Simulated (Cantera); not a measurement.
Input: 1 mol SiH₂Cl₂, 0.11 mol CH₄, a varied amount of H₂, 0.037 mol HCl, at 1900 °C and 20.0 mbar.

Cantera equilibrium calculation (NASA polynomials, part measured and part estimated; ideal gas, pure solids and liquids). Candidate condensed phases: C, C₆H₆, C₇H₈, C₈H₁₈, Si, SiC; 109 gas species. Mutual solubility and eutectic melting of coexisting phases are not modelled. The tables' values for SiCl are old estimates; treat these amounts as uncertain. Gases not in the tables: Si₂H₆ and higher silanes. The numbers say what is thermodynamically allowed, not how fast it happens.

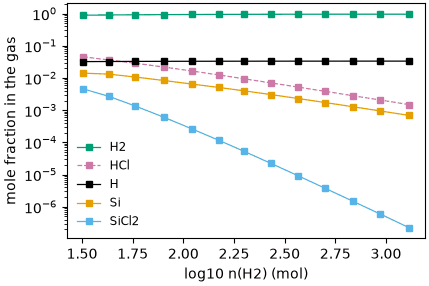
Figure. Equilibrium gas composition (values under 1e-9 drawn at 1e-9)

Problem. Read off the mole fractions at 200 mol H₂.

Solution. H₂ about 0.95, H about 0.033, HCl about 0.0094, Si about 0.0040, SiCl₂ about 5.2e-5.
